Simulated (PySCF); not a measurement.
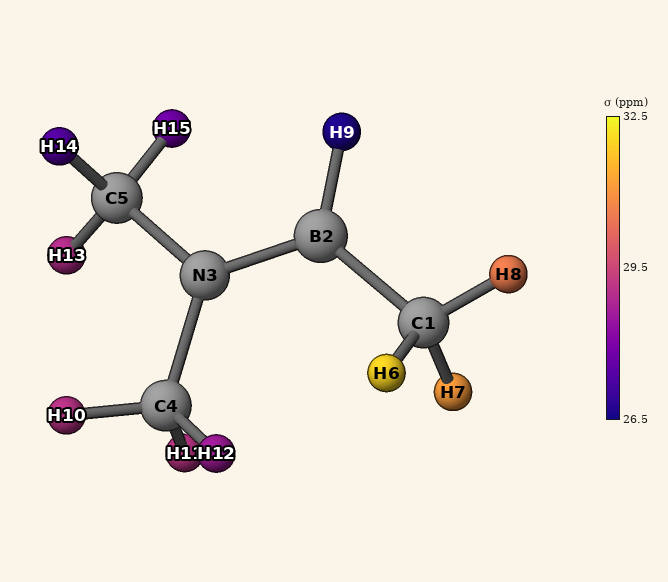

Atoms are coloured by their isotropic NMR shieldings (H only, the others grey). Geometry: a frame of a GFN2-xTB molecular-dynamics simulation, not a minimum. Properties computed with GIAO PBE0/pcSseg-1 NMR shielding, non-relativistic, gas phase (PySCF 2.14.0).

**Which H atom is the most shielded (lowest chemical shift)?**

H6 (32.00 ppm).

**Which H atom is the least shielded (highest chemical shift)?**

H9 (26.68 ppm).

**How wide is the range of H shifts?**

5.32 ppm.

Give the isotropic NMR shieldings of the H atoms atom by atom.

| atom | σ (ppm) |
| --- | --- |
| H6 | 32.00 |
| H7 | 31.10 |
| H8 | 30.59 |
| H9 | 26.68 |
| H10 | 29.11 |
| H11 | 29.14 |
| H12 | 28.61 |
| H13 | 28.99 |
| H14 | 27.40 |
| H15 | 27.84 |
